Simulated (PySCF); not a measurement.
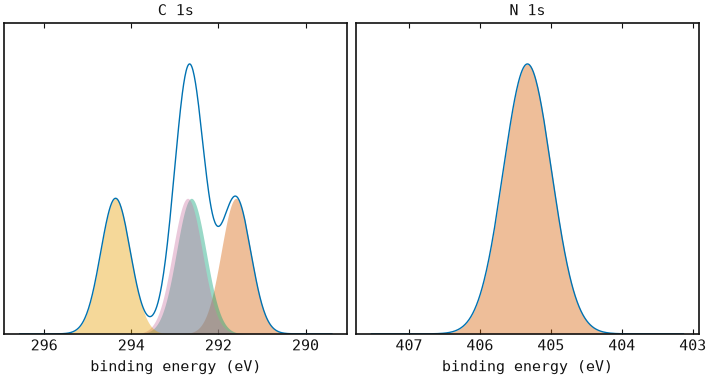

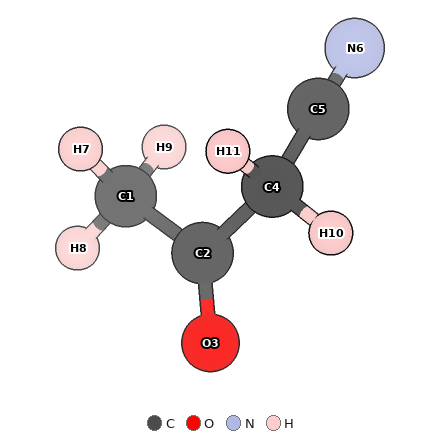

Simulated XPS of C₄H₅NO, SMILES CC(=O)CC#N. Vertical core-electron binding energies by ΔSCF (SCAN, pcX-2 on the ionised atom, pcseg-1 elsewhere, spin-free X2C; PySCF, at a GFN2-xTB geometry (no frequency check)), gas phase, against the vacuum level. One atom of each kind was ionised; within a panel, areas follow the number of like atoms, each panel is scaled alone, Gaussians of 0.8 eV full width. Only the regions named are shown. Lines closer than the width merge in the curve.

Which atoms give which peak?

Answer.
```tsv
level	atoms	binding energy (eV)
C 1s	C2	294.4
C 1s	C4	292.7
C 1s	C5	292.6
C 1s	C1	291.6
N 1s	N6	405.3
```

How large is the chemical shift across the C 1s region?

Answer. 2.8 eV, from C1 at 291.6 eV to C2 at 294.4 eV.

Caveats: one conformer of a flexible molecule; the tight-binding geometry is rougher than a DFT one and adds to the error.
